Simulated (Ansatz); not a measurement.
## A hypothetical structure for Tl3Si

This structure for Tl3Si is made up. Its elements were placed in a known structure type with a cell scaled to their sizes. What cell does the guess relax to, and how far off was it?

Calculated with Ansatz 0.2.0; DFT, r2SCAN, plane-wave PAW, files of the set soft_1, scalar-relativistic, no spin, cell and ions relaxed at zero pressure; PAW set soft_1, in the first sound run; inputs show where later runs differ.

## (1) The structure

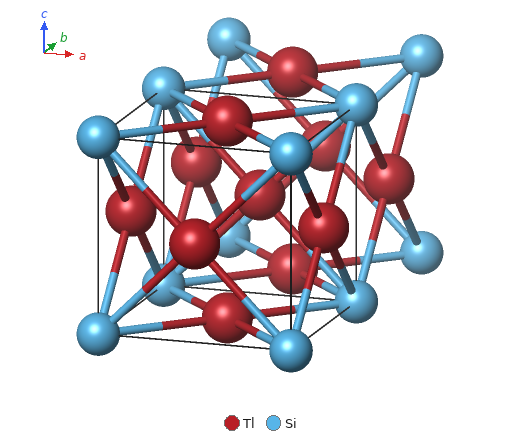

The starting structure, seen slightly off an axis (thallium red, silicon blue). 1×2×1 cells are drawn. Some periodic images of atoms are drawn too.

As a file:

```cif
data_structure
_symmetry_space_group_name_H-M 'P 1'
_symmetry_Int_Tables_number 1
_cell_length_a 4.7600
_cell_length_b 4.7600
_cell_length_c 4.7600
_cell_angle_alpha 90.000
_cell_angle_beta 90.000
_cell_angle_gamma 90.000
_cell_volume 107.85
loop_
_atom_site_label
_atom_site_type_symbol
_atom_site_fract_x
_atom_site_fract_y
_atom_site_fract_z
_atom_site_occupancy
Tl1 Tl 0.50000 0.50000 0.00000 1
Tl2 Tl 0.50000 0.00000 0.50000 1
Tl3 Tl 0.00000 0.50000 0.50000 1
Si4 Si 0.00000 0.00000 0.00000 1
```

## (2) Relaxation of the guess

The guess takes its coordinates from another compound and its volume from a rule, so the cell and any free coordinates are relaxed together.

File input.yaml:

```yaml
crystal:
  lattice:
    - [4.76, 0.0, 0.0]
    - [0.0, 4.76, 0.0]
    - [0.0, 0.0, 4.76]
  atoms:
    - { symbol: Tl, position: [0.5, 0.5, 0.0] }
    - { symbol: Tl, position: [0.5, 0.0, 0.5] }
    - { symbol: Tl, position: [0.0, 0.5, 0.5] }
    - { symbol: Si, position: [0.0, 0.0, 0.0] }
kpoints:
  mp_grid: { grid: [6, 6, 6] }
scf:
  occupations: { method: fermi_dirac, width: 0.05 }
hamiltonian:
  xc: r2scan
  pseudopotentials: { kind: paw, azcp: { folder: soft_1 } }
relax:
  f_tol: 0.015
  max_steps: 70
  cell: {}
output:
  forces: true
  stress: true
```

Started as:

```console
$ ansatz run input.yaml --threads 4 --pin off --max-ram 8192MiB --backend cpu --events-out ev --progress --plain --runs-dir out
```

Numbers of over 12 decimals in the logs are rounded to 6 here.

The log of the run:

```text
Engine: ansatz 0.2.0, x86_64-unknown-linux-gnu
Pseudopotentials: kind: paw
Pseudopotential: Tl, paw, valence charge 13, recommended cutoff 500 eV (meta_gga), soft_1/Tl.paw.azcp
Pseudopotential: Si, paw, valence charge 4, recommended cutoff 500 eV (meta_gga), soft_1/Si.paw.azcp
Functional definition: r2SCAN
  parameter k0 = 0.174
  parameter k1 = 0.065
  parameter a1 = 4.9479
  exchange = r2scan_x(k0 = k0, k1 = k1, a1 = a1)
  correlation = r2scan_c
Crystal: 4 atoms, lattice volume = 107.850 Å³
Basis set: ecut = 500 eV, 2777 PW (Γ), exchange–correlation on 144×144×144 points (64 copies of the dense FFT grid, shifted against one another)
Bands: 26, of which v1, the nominal top of the filled ones, is band 22 counted from 1 (21 counted from 0)
Symmetry: 48 space group operations
Space group: Pm-3m (ITA 221), of the structure as read, at distance tolerance 4.8e-5 Å
k-points: 20 of 216
Non-local potential: Tl, projectors of the file, l = 0: 2, l = 1: 2, l = 2: 2, l = 3: 1
Non-local potential: Si, projectors of the file, l = 0: 2, l = 1: 2, l = 2: 1
PAW form: soft (Blöchl's): semilocal exchange-correlation on the pseudo side does not see the compensation charge
PAW frozen core: Tl, regenerated for the run's functional (the file was generated under x = pbe(κ = 0.804, μ = 0.219515), c = pbe(β = 0.066725))
PAW frozen core: Si, regenerated for the run's functional (the file was generated under x = pbe(κ = 0.804, μ = 0.219515), c = pbe(β = 0.066725))
PAW one-centre angular grid: Tl, 590 points (default); XC on 160 Gauss nodes
PAW one-centre angular grid: Si, 302 points (default); XC on 160 Gauss nodes
Initial density: superposition of atomic densities (chi_scale 0.1, normalization cell, long waves kept (reshape's long-wave potential 0.00 eV rms))
Initial wavefunctions: pseudopotential atomic-orbital guess
Functional: x = r2scan, c = r2scan; τ floored in thin density (d = 2e-4 eV/Å³)
iter 1 solved again at ethr=2.87e-4 eV; its pass at ethr=3.10e-3 eV (dr2=1.23e-1 eV) is discarded
SCF iter   1: F=—  HF=-35018.730899 eV  |F-HF|=—  |Δ(HF+E_count)|=         —  Δρ=9.13e-3  dr2=1.24e-1  dr2_τ=1.45e-3  ethr=2.87e-4  ⟨swp⟩=1.0  Hψ=3139  notcnv=0
preconditioner: auto → Resta (q_TF=auto, 2.341 Å⁻¹)  ε∞=4.9  [insulator: Δε(μ)=0.178 eV  Ē_g=11.912 eV  σ=0.050 eV  W_gap=0.71  n_scr=26 (ndim 8)  ℏωp=23.4 eV  f_vac=0.000  D(μ)=1.40/eV (n_scr^D=6)  ε∞_Penn≈4.9]
SCF iter   2: F=—  HF=-35018.734237 eV  |F-HF|=—  |Δ(HF+E_count)|=   3.34e-3  Δρ=5.89e-3  dr2=4.45e-2  dr2_τ=4.11e-4  ethr=2.87e-4  ⟨swp⟩=2.1  Hψ=619  notcnv=0
SCF iter   3: F=—  HF=-35018.743168 eV  |F-HF|=—  |Δ(HF+E_count)|=   8.93e-3  Δρ=1.02e-3  dr2=1.68e-3  dr2_τ=6.97e-5  ethr=1.03e-4  ⟨swp⟩=2.0  Hψ=750  notcnv=0
SCF iter   4: F=—  HF=-35018.743808 eV  |F-HF|=—  |Δ(HF+E_count)|=   6.39e-4  Δρ=3.18e-4  dr2=9.43e-5  dr2_τ=2.71e-6  ethr=3.90e-6  ⟨swp⟩=2.5  Hψ=950  notcnv=0
SCF iter   5: F=—  HF=-35018.744006 eV  |F-HF|=—  |Δ(HF+E_count)|=   1.98e-4  Δρ=8.51e-5  dr2=5.79e-6  dr2_τ=1.25e-7  ethr=2.19e-7  ⟨swp⟩=2.1  Hψ=900  notcnv=0
SCF iter   6: F=—  HF=-35018.744022 eV  |F-HF|=—  |Δ(HF+E_count)|=   1.64e-5  Δρ=1.25e-5  dr2=2.63e-7  dr2_τ=1.80e-9  ethr=1.35e-8  ⟨swp⟩=2.0  Hψ=954  notcnv=0
SCF iter   7: F=-35018.744023 eV  HF=-35018.744023 eV  |F-HF|=6.34e-9  |Δ(HF+E_count)|=   3.53e-7  Δρ=2.92e-6  dr2=1.22e-8  dr2_τ=1.36e-10  ethr=2.33e-10  ⟨swp⟩=4.7  Hψ=1933  notcnv=0
SCF 1 converged in 7 iterations: F = -35018.744023 eV  dr2 = 1.22e-8
  greatest PAW one-centre occupation: 0.961 electrons in one spin orbital (limit 2), on the Tl atom at site 0 (counted from 0), in its partial waves of l = 2
relax step   1: F+E_penalty+E_count = -35018.74402262 eV  Δ(F+E_penalty+E_count) = +0.000e0 eV  max|allowed force component| = 3.128e-29 eV/Å  Δτ_max = 0.0000 Å  P = -0.086 GPa  Ω = 107.850 Å³  (7 SCF iters, dr2 threshold 1.00e-7 eV, accepted)
Crystal: 4 atoms, lattice volume = 107.614 Å³
Initial density: handed on by an earlier stage of this run
Initial wavefunctions: those handed on with the density
iter 1 solved again at ethr=1.83e-8 eV; its pass at ethr=3.10e-3 eV (dr2=7.88e-6 eV) is discarded
SCF iter   1: F=—  HF=-35018.743814 eV  |F-HF|=—  |Δ(HF+E_count)|=         —  Δρ=6.66e-5  dr2=8.34e-6  dr2_τ=6.21e-5  ethr=1.83e-8  ⟨swp⟩=2.4  Hψ=2786  notcnv=0
preconditioner: auto → Resta (q_TF=auto, 2.341 Å⁻¹)  ε∞=4.8  [insulator: Δε(μ)=0.201 eV  Ē_g=12.066 eV  σ=0.050 eV  W_gap=0.76  n_scr=26 (ndim 8)  ℏωp=23.5 eV  f_vac=0.000  D(μ)=1.22/eV (n_scr^D=6)  ε∞_Penn≈4.8]
SCF iter   2: F=—  HF=-35018.744093 eV  |F-HF|=—  |Δ(HF+E_count)|=   2.79e-4  Δρ=4.04e-5  dr2=6.06e-6  dr2_τ=8.49e-8  ethr=1.83e-8  ⟨swp⟩=2.0  Hψ=962  notcnv=0
SCF iter   3: F=—  HF=-35018.744092 eV  |F-HF|=—  |Δ(HF+E_count)|=   8.66e-7  Δρ=2.60e-5  dr2=2.28e-6  dr2_τ=8.02e-9  ethr=1.41e-8  ⟨swp⟩=1.1  Hψ=523  notcnv=0
SCF iter   4: F=—  HF=-35018.744091 eV  |F-HF|=—  |Δ(HF+E_count)|=   4.66e-7  Δρ=7.00e-6  dr2=1.37e-7  dr2_τ=1.01e-9  ethr=5.31e-9  ⟨swp⟩=2.0  Hψ=632  notcnv=0
SCF iter   5: F=—  HF=-35018.744091 eV  |F-HF|=—  |Δ(HF+E_count)|=   7.32e-9  Δρ=4.23e-6  dr2=5.99e-8  dr2_τ=1.58e-10  ethr=3.18e-10  ⟨swp⟩=1.4  Hψ=541  notcnv=0
SCF iter   6: F=-35018.744091 eV  HF=-35018.744091 eV  |F-HF|=5.67e-9  |Δ(HF+E_count)|=   9.09e-9  Δρ=1.59e-6  dr2=8.50e-9  dr2_τ=1.98e-11  ethr=4.25e-11  ⟨swp⟩=3.0  Hψ=1680  notcnv=0
SCF 2 converged in 6 iterations: F = -35018.744091 eV  dr2 = 8.50e-9
  greatest PAW one-centre occupation: 0.961 electrons in one spin orbital (limit 2), on the Tl atom at site 1 (counted from 0), in its partial waves of l = 2
relax step   2: F+E_penalty+E_count = -35018.74409137 eV  Δ(F+E_penalty+E_count) = -6.874e-5 eV  max|allowed force component| = 2.350e-30 eV/Å  Δτ_max = 0.0000 Å  P = +0.002 GPa  Ω = 107.614 Å³  energy of the carried Pulay correction = +6.874e-6 eV  (6 SCF iters, dr2 threshold 1.83e-8 eV, accepted)
Initial wavefunctions: pseudopotential atomic-orbital guess (no wavefunctions were taken with the density)
iter 1 solved again at ethr=3.03e-8 eV; its pass at ethr=3.10e-3 eV (dr2=1.30e-5 eV) is discarded
SCF iter   1: F=—  HF=-35018.744091 eV  |F-HF|=—  |Δ(HF+E_count)|=         —  Δρ=1.63e-6  dr2=8.60e-9  dr2_τ=1.71e-10  ethr=3.03e-8  ⟨swp⟩=3.2  Hψ=4094  notcnv=0
preconditioner: auto → Resta (q_TF=auto, 2.341 Å⁻¹)  ε∞=4.8  [insulator: Δε(μ)=0.200 eV  Ē_g=12.067 eV  σ=0.050 eV  W_gap=0.75  n_scr=26 (ndim 8)  ℏωp=23.5 eV  f_vac=0.000  D(μ)=1.22/eV (n_scr^D=6)  ε∞_Penn≈4.8]
SCF iter   2: F=—  HF=-35018.744085 eV  |F-HF|=—  |Δ(HF+E_count)|=   5.24e-6  Δρ=8.04e-7  dr2=1.23e-9  dr2_τ=1.59e-11  ethr=2.00e-11  ⟨swp⟩=2.2  Hψ=983  notcnv=0
SCF iter   3: F=—  HF=-35018.744085 eV  |F-HF|=—  |Δ(HF+E_count)|=  3.64e-11  Δρ=2.04e-7  dr2=5.85e-11  dr2_τ=7.49e-12  ethr=2.86e-12  ⟨swp⟩=3.0  Hψ=978  notcnv=0
SCF iter   4: F=-35018.744085 eV  HF=-35018.744085 eV  |F-HF|=1.46e-11  |Δ(HF+E_count)|=  5.82e-11  Δρ=1.02e-7  dr2=1.02e-11  dr2_τ=1.55e-13  ethr=1.00e-12  ⟨swp⟩=4.0  Hψ=1599  notcnv=0
SCF 3 converged in 4 iterations: F = -35018.744085 eV  dr2 = 1.02e-11
relax step   3: F+E_penalty+E_count = -35018.74408528 eV  Δ(F+E_penalty+E_count) = +6.084e-6 eV  max|allowed force component| = 4.994e-30 eV/Å  Δτ_max = 0.0000 Å  P = +0.002 GPa  Ω = 107.614 Å³  stress off target by 1.82e-3 GPa  SCF on the basis re-selected at this cell (its energy is not comparable with the rows above)  (4 SCF iters)
basis re-selected at this cell: Δ(F+E_penalty+E_count) = +6.084e-6 eV, ΔP = +0.000 GPa vs the last step (what re-selecting the basis moved, of the pressure what is left beyond the Pulay correction that the steps carried, after the strain that the cell walked since its last selection, with what the two solves' SCF thresholds leave and, on support functions, any second-order correction that the steps lacked; it is no m [...]
SCF converged after 4 iterations
Free energy (F): -35018.744085 eV
Harris-Foulkes:  -35018.744085 eV  (|F-HF|=1.46e-11)
Internal energy: -35018.732477 eV  (E = F + TS)
E sigma→0 (E₀):  -35018.738281 eV
Entropy (-TS):   -0.011608 eV (-2.902 meV/atom)
Fermi energy:    9.497768 eV
--- Per-component energies (eV) ---
  E_band       = -6.998029
  E_kinetic    = 835.499702
  E_local      = -2720.824970  (includes V_loc(G=0)·N_el)
  E_nonlocal   = 970.132276
  E_hartree    = 1036.125355
  E_xc         = -573.224263
  E_vxc        = -452.129600  (∫ρ·V_xc dr)
  E_paw        = -31154.137263  (= ΣΔE_a)
  E_vpaw       = -742.474016  (= ΣTr[D̂ρ^β])
  E_aug_tail   = -0.000032  (compensation charges beyond the density's cutoff)
  E_vtau       = 30.547965  (kinetic-family band-sum trace: ∫τ·v_τ [+ j·A + Jᵃ·Aᵃ] dr)
  E_ewald      = -3415.345510
  E_core_change = 3.042227  (= ΣΔE_core)
  E_smearing   = -0.011608  (= −TS)
  E_closure    = 0.000000  (closes the sum)
  Σ components = -35018.744085   (vs F -35018.744085, Δ=0.00e0)
--- Forces (eV/Å), atoms counted from 1 ---
  atom   1  Tl    -0.00000000    -0.00000000     0.00000000
  atom   2  Tl    -0.00000000     0.00000000    -0.00000000
  atom   3  Tl     0.00000000    -0.00000000     0.00000000
  atom   4  Si     0.00000000    -0.00000000    -0.00000000
  max |Σ_I F_I| component: 5.27e-30 eV/Å
--- Stress (GPa, compression-positive) ---
        0.001821      -0.000000      -0.000000
       -0.000000       0.001821      -0.000000
       -0.000000      -0.000000       0.001821
  P = ⅓ Tr σ = 0.0018 GPa (0.018 kbar)
--- Relaxed structure (2 steps of the walk, 2 accepted, 1 SCFs on fresh bases) ---
  F+E_penalty+E_count = -35018.74408528 eV   max|allowed force component| = 4.994e-30 eV/Å   (the final SCF, on the basis selected at the relaxed cell)
  cell:  # Å, volume = 107.6142 Å³
    - [4.756525, 0, 0]
    - [0, 4.756525, 0.0]
    - [0, 0.0, 4.756525]
  atoms:
    - { symbol: Tl, position: [0.5, 0.5, 0] }
    - { symbol: Tl, position: [0.5, 0, 0.5] }
    - { symbol: Tl, position: [0, 0.5, 0.5] }
    - { symbol: Si, position: [0, 0, 0] }
```

Elapsed: 3.8 s, on 4 threads of Intel Xeon Platinum 8488C (Sapphire Rapids), shared host; peak memory 0.76 GiB.

Little changed from the start: no atom moved by 0.005 Å and no cell edge by 0.1 %.

This step gave:

| Item | Value |
| --- | --- |
| free energy | -35018.7441 eV |
| energy at zero smearing | -35018.7383 eV |
| smearing term TS | 0.01161 eV |
| Fermi energy | 9.498 eV |
| electrons | 43 |
| symmetry operations | 48 |
| pressure | 0.001821 GPa |

Shortest distances by pair of elements, guess and relaxed (not always the same contact):

| pair | guess (Å) | relaxed (Å) |
| --- | --- | --- |
| Si–Tl | 3.366 | 3.363 |
| Tl–Tl | 3.366 | 3.363 |
| Si–Si | 4.760 | 4.757 |

## (3) Bands of the relaxed cell

A second self-consistent run takes a narrower smearing and the mesh shown in its input; the bands follow along the standard path of the relaxed lattice.

This step: DFT, r2SCAN, plane-wave PAW, files of the set soft_1, scalar-relativistic, no spin, bands and density of states at the relaxed cell; PAW set soft_1 (Ansatz 0.2.0).

File input.yaml:

```yaml
crystal:
  lattice:
    - [4.7565252032, 0.0, 0.0]
    - [0.0, 4.7565252032, 0.0]
    - [0.0, 0.0, 4.7565252032]
  atoms:
    - { symbol: Tl, position: [0.5, 0.5, 0.0] }
    - { symbol: Tl, position: [0.5, 0.0, 0.5] }
    - { symbol: Tl, position: [0.0, 0.5, 0.5] }
    - { symbol: Si, position: [0.0, 0.0, 0.0] }
kpoints:
  mp_grid: { grid: [8, 8, 8] }
  band_path:
    path:
      - [[0.0, 0.0, 0.0], [0.0, 0.5, 0.0], [0.5, 0.5, 0.0], [0.0, 0.0, 0.0], [0.5, 0.5, 0.5], [0.0, 0.5, 0.0]]
      - [[0.5, 0.5, 0.0], [0.5, 0.5, 0.5]]
    npoints: 13
scf:
  occupations: { method: fermi_dirac, width: 0.03 }
  n_extra_bands: 8
hamiltonian:
  xc: r2scan
  pseudopotentials: { kind: paw, azcp: { folder: soft_1 } }
output:
  forces: true
  stress: true
  write_bands: true
  dos: { projected: true }
  write_density: true
  write_potential: true
  elf: true
  volumetric_format: npy
```

The log of the run:

```text
[...]
Crystal: 4 atoms, lattice volume = 107.614 Å³
Basis set: ecut = 500 eV, 2777 PW (Γ), exchange–correlation on 144×144×144 points (64 copies of the dense FFT grid, shifted against one another)
Bands: 30, of which v1, the nominal top of the filled ones, is band 22 counted from 1 (21 counted from 0)
Symmetry: 48 space group operations
[...]
k-points: 35 of 512
[...]
SCF iter   8: F=-35018.736027 eV  HF=-35018.736027 eV  |F-HF|=1.70e-8  |Δ(HF+E_count)|=   2.13e-7  Δρ=2.51e-6  dr2=5.19e-9  dr2_τ=1.05e-10  ethr=2.33e-10  ⟨swp⟩=10.3  Hψ=7095  notcnv=0
SCF 1 converged in 8 iterations: F = -35018.736027 eV  dr2 = 5.19e-9
[...]
NSCF: frozen V_eff on 80 k-points
SCF converged after 8 iterations
Free energy (F): -35018.736027 eV
[...]
Internal energy: -35018.730878 eV  (E = F + TS)
E sigma→0 (E₀):  -35018.733453 eV
Entropy (-TS):   -0.005149 eV (-1.287 meV/atom)
Fermi energy:    9.565599 eV
[...]
--- Stress (GPa, compression-positive) ---
       -0.226040      -0.000000       0.000000
        0.000000      -0.226040       0.000000
        0.000000       0.000000      -0.226040
  P = ⅓ Tr σ = -0.2260 GPa (-2.260 kbar)
--- Band table (eV; the first three rows and the last of 35) ---
  k-point 0: bands = [... 18 lower, 5.9565, 7.1689, 7.1689, 7.1689, 12.3369, 12.3369, 12.3369, 14.3970, ... 4 higher]
  k-point 1: bands = [... 18 lower, 5.9917, 7.3141, 7.3141, 8.3904, 12.1238, 12.1640, 12.1640, 13.6189, ... 4 higher]
  k-point 2: bands = [... 18 lower, 6.0832, 7.7335, 7.7335, 10.0487, 11.4706, 11.4706, 11.8684, 12.5259, ... 4 higher]
  k-point 34: bands = [... 18 lower, 3.9629, 6.0858, 6.0858, 6.0858, 6.4133, 15.3505, 15.3505, 15.3505, ... 4 higher]
```

It took 4.1 s on 4 threads; peak memory 0.78 GiB.

This step gave:

```
free energy             : -35018.7360 eV
energy at zero smearing : -35018.7335 eV
smearing term TS        : 0.005149 eV
Fermi energy            : 9.566 eV
pressure                : -0.2260 GPa
```

bands.tsv at the labelled points (eV, zero at the Fermi level; the bands that come nearest the Fermi level along the path):

```tsv
point	band 19	band 20	band 21	band 22	band 23	band 24	band 25	band 26
Γ	-3.61	-2.40	-2.40	-2.40	2.77	2.77	2.77	4.83
X	-3.33	-0.66	-0.66	0.25	0.25	1.12	1.92	4.71
M	-6.72	0.43	0.43	0.48	0.57	1.34	2.26	2.26
Γ	-3.61	-2.40	-2.40	-2.40	2.77	2.77	2.77	4.83
R	-5.60	-3.48	-3.48	-3.48	-3.15	5.78	5.78	5.78
X	-3.33	-0.66	-0.66	0.25	0.25	1.12	1.92	4.71
M	-6.72	0.43	0.43	0.48	0.57	1.34	2.26	2.26
R	-5.60	-3.48	-3.48	-3.48	-3.15	5.78	5.78	5.78
```

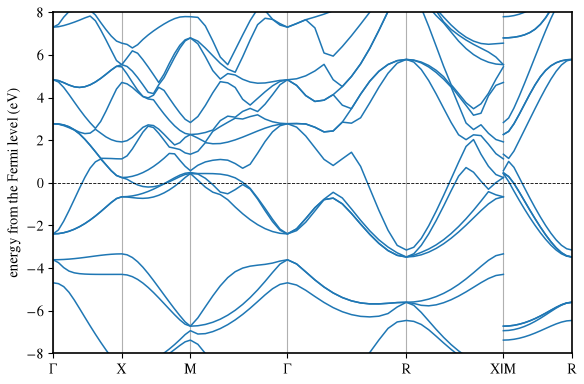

Bands along the path. 15 bands lie wholly below the window drawn.

Counts of states for the cell as run, both spins, by energy window (eV from the Fermi level):

```
from  to  total
  -8  -7   1.27
  -7  -6   1.23
  -6  -5   1.99
  -5  -4   1.45
  -4  -3   0.39
  -3  -2   0.71
  -2  -1   2.23
  -1   0   2.06
   0   1   1.90
   1   2   1.71
   2   3   2.21
   3   4   2.45
   4   5   2.83
```

Below -8 eV lie 31.7 more states.

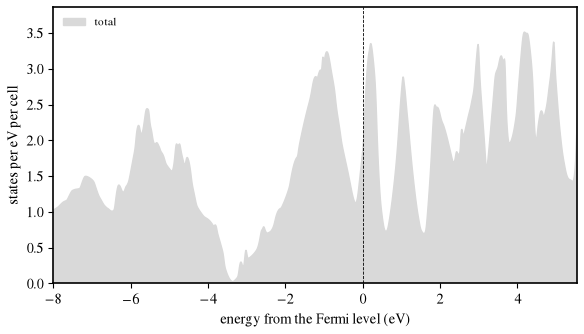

Total density of states, smoothed over about 0.04 eV.

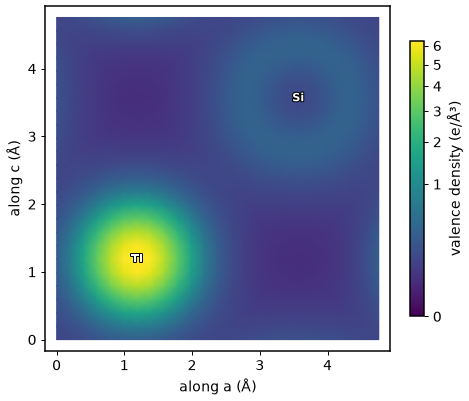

Valence density in the ac plane at fractional y = 0.000, with atoms of Tl and Si within 0.2 Å of it. It is the smooth field of the valence electrons, not physical close to the nuclei. The map starts off the cell's origin, so that atoms lie inside it. The colour scale is stretched toward low values.

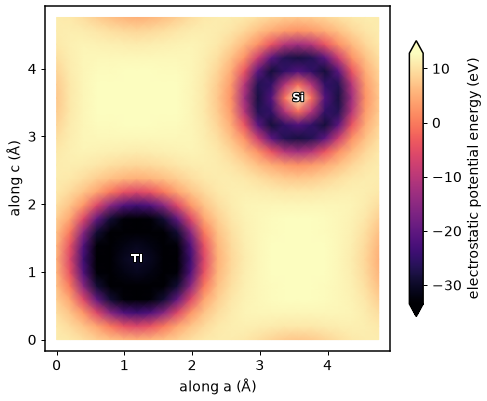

Electrostatic potential energy in the ac plane at fractional y = 0.000, with atoms of Tl and Si within 0.2 Å of it. With pseudopotentials it is smooth inside the atoms' cores, unlike the true potential. The map starts off the cell's origin, so that atoms lie inside it.

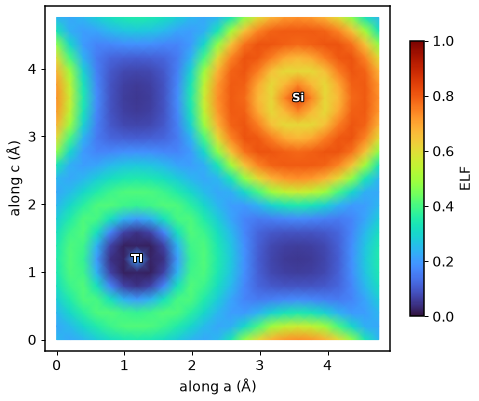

ELF in the ac plane at fractional y = 0.000, with atoms of Tl and Si within 0.2 Å of it. It is the smooth field of the valence electrons, not physical close to the nuclei. The map starts off the cell's origin, so that atoms lie inside it.

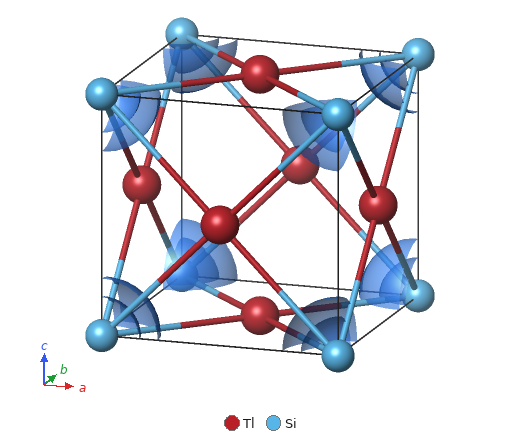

Surface of ELF = 0.76.

## (4) Summary of results

| Quantity | Value |
| --- | --- |
| space group, relaxed | Pm-3m |
| conventional cell | a = 4.757, b = 4.757, c = 4.757 Å; α = 90.0°, β = 90.0°, γ = 90.0° |
| volume per atom | 26.90 Å³ (guess 26.96) |

**Reading.** Tl3Si relaxes to Pm-3m with a = 4.757, b = 4.757 and c = 4.757 Å. The guessed volume was near the relaxed one. The space group Pm-3m was held in the relaxation, so the end point is a stationary structure within it and may be a saddle against distortions or other arrangements. Bands cross the Fermi level, so it is a metal or semimetal at this level. The electron count is odd, which forces that without spin polarisation or a larger cell. On the 8×8×8 mesh with the narrower smearing (relaxed on 6×6×6) the forces vanish, as symmetry may demand, and the largest stress component is 0.226 GPa, against the relaxation's thresholds of 0.015 eV/Å and 0.05 GPa. The cutoff wasn't tested. Spin-orbit coupling is left out, which can matter for elements this heavy. No dispersion term is used, so weakly bound directions may come out too long. Nothing here tests whether the compound is stable against decomposition.

[Logs are printed without paths, hosts, clocks, repeated set-up lines and the standing remarks that a program may print on its own settings, such as how far it seeks lower states.]

[Hosts, paths, dates, database ids (printed as entryN), source tags and the programs' standing remarks are cut or masked in the printed files.]
